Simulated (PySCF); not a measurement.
# Geometry relaxation of SiHF

The run: geometry relaxation of SiHF, SMILES F[SiH]. Method and program: PBE0-D3(BJ)/def2-SVP geometry optimisation, gas phase (PySCF 2.14.0).

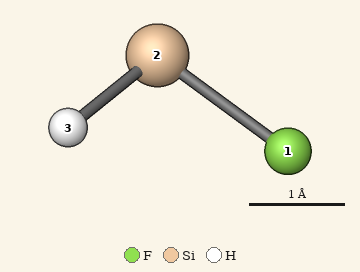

*The structure as given in the input (ball-and-stick view, seen at an oblique angle; atoms are numbered from 1 in the order of the input).*

Bond lengths as drawn: F–Si 1.74 Å and H–Si 1.50 Å.

**Results in brief**

| quantity | value |
| --- | --- |
| outcome | converged |
| total energy | −389.531119 hartree |
| dipole moment | 1.03 D |
| point group | Cs |
| hardware | 1 CPU thread, shared host |
| wall time | 1.9 s |
| peak memory | 0.23 GiB |

**Input file**
```
{"job": {"xc": "PBE0", "basis": "def2-SVP", "d3": "d3bj", "grid": 1, "shake": 0.03, "kind": "geom"}, "charge": 0, "multiplicity": 1}
F      1.252150    -0.394230     0.009000
Si    -0.107860     0.693320    -0.032300
H     -1.137730    -0.401380    -0.021700
```

The first line tells a small driver script what to run in PySCF; the rest is the geometry in Å.

Command:
```bash
OMP_NUM_THREADS=1 python <driver script> task.json out
```

**Output**
```
step   0  E = -389.52523217  max force = 0.046324
step   1  E = -389.53075659  max force = 0.011523
step   2  E = -389.53107794  max force = 0.003707
step   3  E = -389.53111582  max force = 0.000264
step   4  E = -389.53111897  max force = 0.000121
optimisation converged
```

**Trajectory as extended XYZ (Å, eV, eV/Å), 5 frames, from step=0 to step=4**
```
3
Properties=species:S:1:pos:R:3:forces:R:3 step=0 energy=-10599.52146
F     1.2522   -0.3942    0.0090   -1.9073   1.5922  -0.0615
Si   -0.1079    0.6933   -0.0323    2.3821  -1.1810   0.0578
H    -1.1377   -0.4014   -0.0217   -0.4748  -0.4112   0.0037
3
Properties=species:S:1:pos:R:3:forces:R:3 step=1 energy=-10599.67178
F     1.2236   -0.3690    0.0072   -0.5096   0.4783  -0.0178
Si   -0.0637    0.6786   -0.0312    0.5925  -0.4612   0.0180
H    -1.1533   -0.4118   -0.0210   -0.0829  -0.0172  -0.0002
3
Properties=species:S:1:pos:R:3:forces:R:3 step=2 energy=-10599.68053
F     1.2197   -0.3533    0.0062    0.1792  -0.1607   0.0040
Si   -0.0508    0.6640   -0.0306   -0.1906   0.1819  -0.0052
H    -1.1624   -0.4129   -0.0206    0.0114  -0.0212   0.0012
3
Properties=species:S:1:pos:R:3:forces:R:3 step=3 energy=-10599.68156
F     1.2215   -0.3547    0.0059   -0.0095   0.0136  -0.0019
Si   -0.0552    0.6681   -0.0306    0.0102  -0.0080   0.0012
H    -1.1597   -0.4157   -0.0202   -0.0007  -0.0056   0.0007
3
Properties=species:S:1:pos:R:3:forces:R:3 step=4 energy=-10599.68165
F     1.2220   -0.3519    0.0052   -0.0003   0.0062  -0.0018
Si   -0.0565    0.6679   -0.0305   -0.0007  -0.0023   0.0010
H    -1.1589   -0.4183   -0.0197    0.0010  -0.0039   0.0007
```

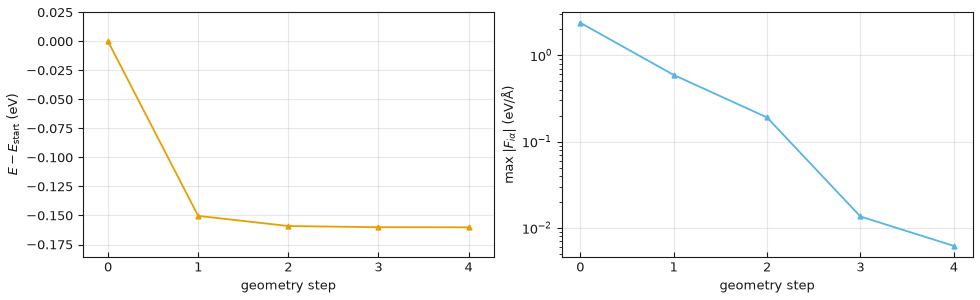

*Progress of the relaxation, step by step (steps are counted from 0).*

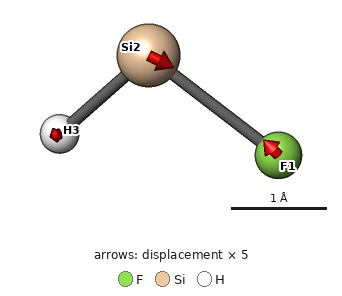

*The starting structure with the displacements as red arrows, magnified 5 times (ball-and-stick view, seen at a tilt). The two geometries are laid on each other by the best rigid fit.*

The atom that moves furthest after the best rigid fit is Si2 (0.061 Å). Largest moves by element: Si 0.061 Å, F 0.048 Å, H 0.026 Å. Among the contacts that change: F1–Si2 1.742 → 1.636 Å, Si2–H3 1.503 → 1.548 Å. Among the angles that change: F1–Si2–H3 94.6° → 96.8°. After 4 geometry steps the energy has fallen by 0.160 eV. The largest force component goes from 2.4 to 0.0062 eV/Å. (Atoms are counted from 1 in the order of the input.)
